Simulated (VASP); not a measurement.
Energy against volume of GaSb (zinc blende). Computed with vdW-DF2, VASP's PBE PAW potentials (set 64) (plane waves; VASP 6.6.1).

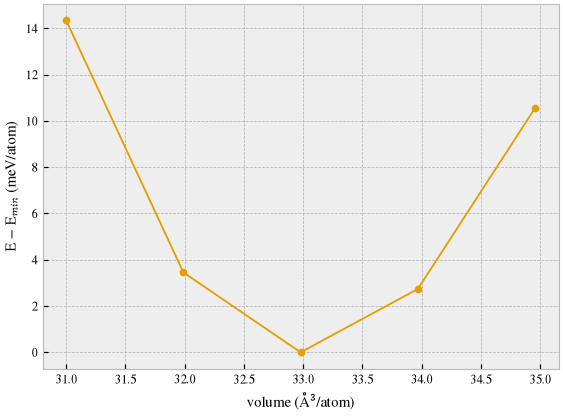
Figure. Energy against volume

Task: Estimate the equilibrium volume and the bulk modulus.

Result: The minimum lies near 33.0 Å³/atom, and the curvature gives B0 of about 33 GPa.

Measured: bulk modulus 57.0 GPa (computed value off by -42.0 %), as given by Cormac Toher et al., Physical Review Materials (2017), arXiv:1611.05714; a 6.096 Å at 300 K (computed value off by +5.2 %), as given by I. Vurgaftman et al., Journal of Applied Physics (2001), doi:10.1063/1.1368156. The calculation is for a static lattice, while the measured bulk modulus, a hold thermal and zero-point effects, which are part of the difference.

The compound is GaSb in the zinc blende structure. It was relaxed first, which changed the volume by +16 %.
